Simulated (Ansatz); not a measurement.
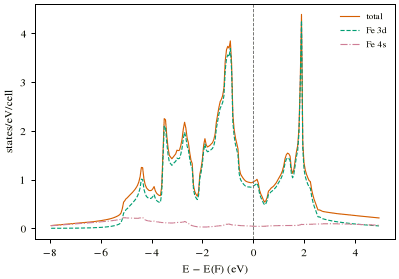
Figure: Total and projected density of states of Fe (bcc (W type), Im-3m), DFT-PBE+D3(BJ) in the program Ansatz with PAW potentials

Task: Which orbitals carry the states next to the Fermi level?

Result: Within 0.5 eV of the Fermi level: Fe 3d 90 %, Fe 4s 5 %. Projections are on Löwdin-orthogonalised atomic valence shells; empty p or d shells of many metals are not among them.

Task: Where is the tallest occupied peak in this window, and what makes it?

Result: Near -0.9 eV, about 3.8 states/eV per cell; the largest projected share is Fe 3d.

The PBE+D3(BJ) relaxation kept the symmetry of its start. Magnetic state: ferromagnetic, chosen from 3 collinear starts compared on coarse meshes (ties went to the first, and starts can fall back to one state), not a proven ground state. Textbook magnetic order: ferromagnetic. The pairwise dispersion correction was not fitted to metals.

Potentials: the later of the program's two PAW sets.
